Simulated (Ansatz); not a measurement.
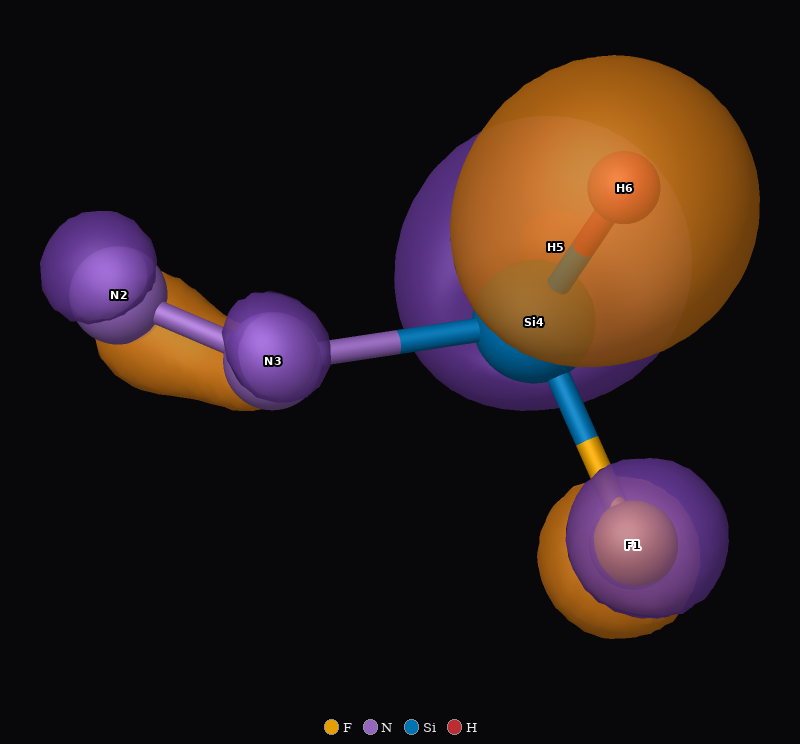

Figure. FH2N2Si (doublet). The HOMO−1 (α) at ±0.15 Å⁻³ᐟ² (orange and purple are the two phases), seen at an oblique angle.

Geometry: PBE0-D3(BJ)/def2-SVP.

Method: isolated molecule in a Gaussian basis; Kohn-Sham density functional theory, functional PBE0 (Ansatz 0.2.0).

```yaml
atoms:
  - { symbol: F, position_ang: [-1.3913, 0.7212, 0.9637] }
  - { symbol: N, position_ang: [-5.0078, -0.3228, 0.8282] }
  - { symbol: N, position_ang: [-4.0254, 0.2710, 0.5891] }
  - { symbol: Si, position_ang: [-2.3551, -0.2714, 0.1350] }
  - { symbol: H, position_ang: [-2.0550, -1.6705, 0.5351] }
  - { symbol: H, position_ang: [-2.2274, 0.0015, -1.3149] }
```

Q: Describe this orbital and give its energy.

A: Its weight (Hirshfeld) is mainly on Si4 (about 35 %), H6 (about 25 %), H5 (about 20 %) and F1 (about 10 %). Its energy is −10.42 eV.
